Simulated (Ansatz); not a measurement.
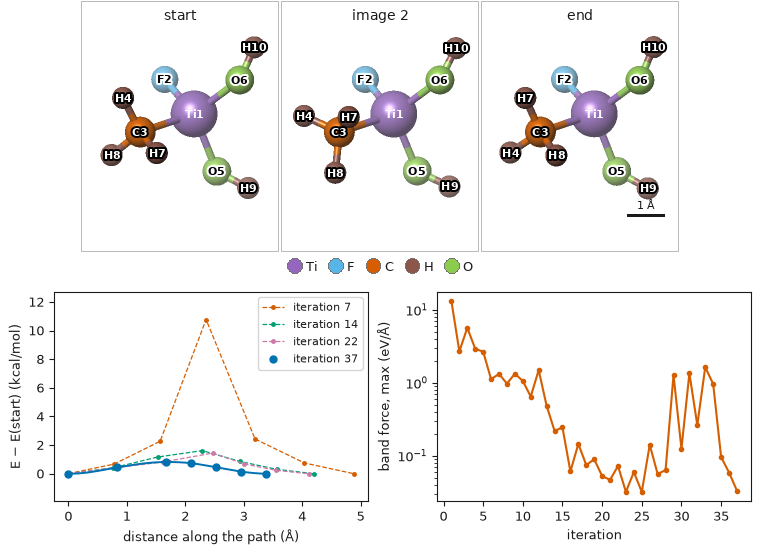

A search for the minimum-energy path of CH$_{5}$FO$_{2}$Ti by the nudged elastic band. Images are numbered from 0 (start) to 6 (end). The plot follows the band through its iterations. A ball-and-stick model, seen at a tilt.

Theory: RKS PBE/def2-SVP (Ansatz). Run with 5 movable images; climbing image; force threshold 0.05 eV/Å; iteration limit 60; starting path through a guess of the saddle point.

**How did the profile develop, and is the result final?**

The result is final at these settings. The band converged in 37 iterations. The largest component of the band force went from 13 to 0.033 eV/Å. The climbing image converged on the top of the path. Its vibrational analysis gives one imaginary mode (112i cm⁻¹), as a transition state must have. The first iteration put the highest image at 89.78 kcal/mol. The barrier is about 0.82 kcal/mol in both directions, with image 2 at the top; the ends have the same energy.
